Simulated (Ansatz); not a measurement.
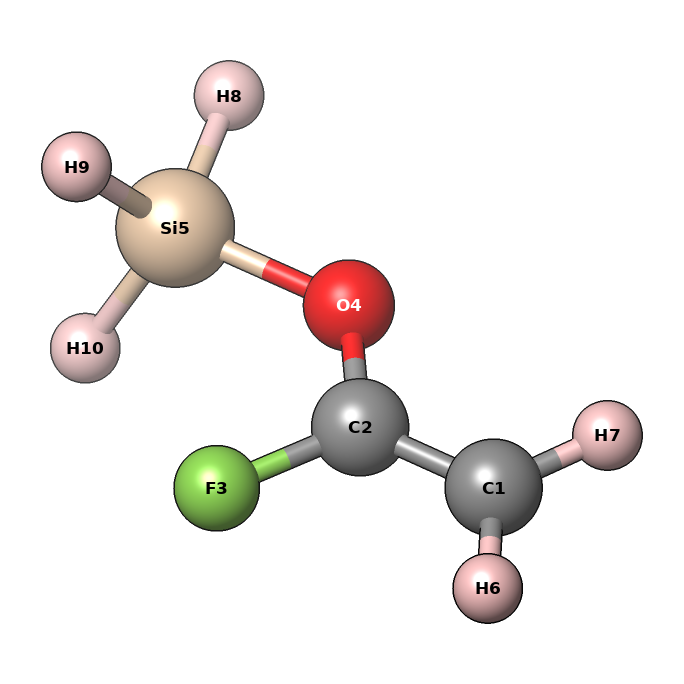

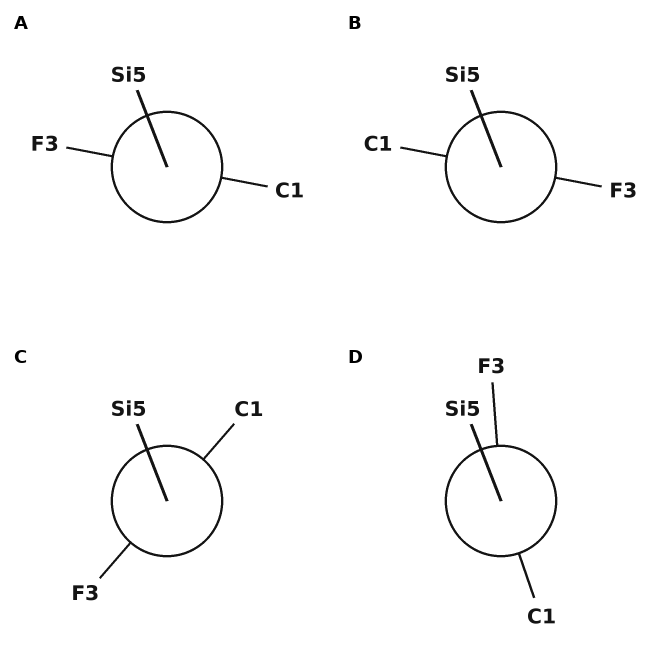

Distant atoms are faded towards the background colour. Bonds that would overlap in a projection are set slightly apart. Computed geometry: PBE-D4/def2-SVP optimisation. No frequency run is at hand to confirm it as a minimum.

### Which Newman projection shows the view along O4–C2, with O4 in front?

D. The torsion angle Si5–O4–C2–F3 is 2°, synperiplanar (eclipsed).
